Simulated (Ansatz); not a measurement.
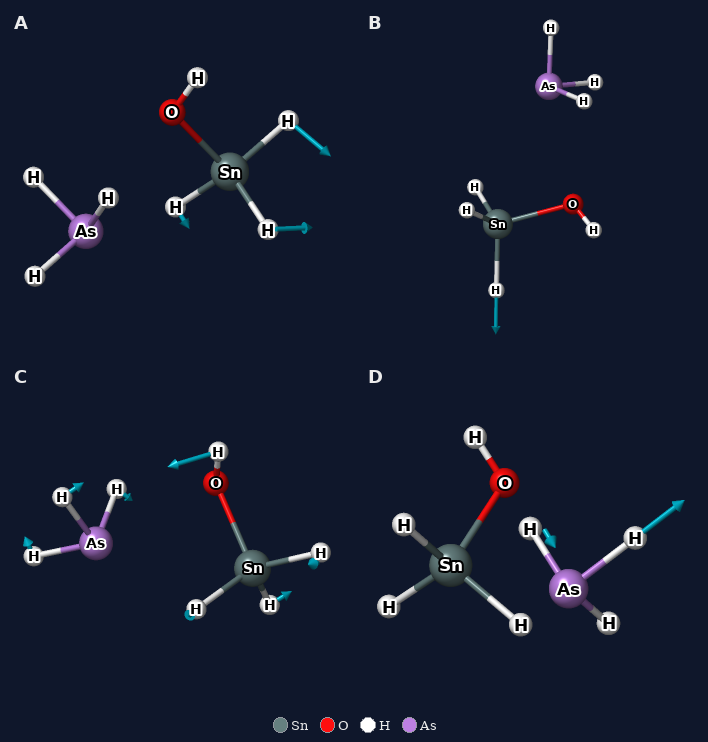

4 normal modes of one molecule or complex, as arrows. Harmonic vibrations computed with RKS PBE0-D4/def2-TZVP, core potentials on Sn (Ansatz 0.2.0) at a stationary point of the same level.

Match the panels to the wavenumbers 105 cm⁻¹, 715 cm⁻¹, 1932 cm⁻¹, 2252 cm⁻¹.

A: 715 cm⁻¹, H–Sn–H bending
B: 1932 cm⁻¹, Sn–H stretching
C: 105 cm⁻¹
D: 2252 cm⁻¹, out-of-phase stretching of 2 As–H bonds
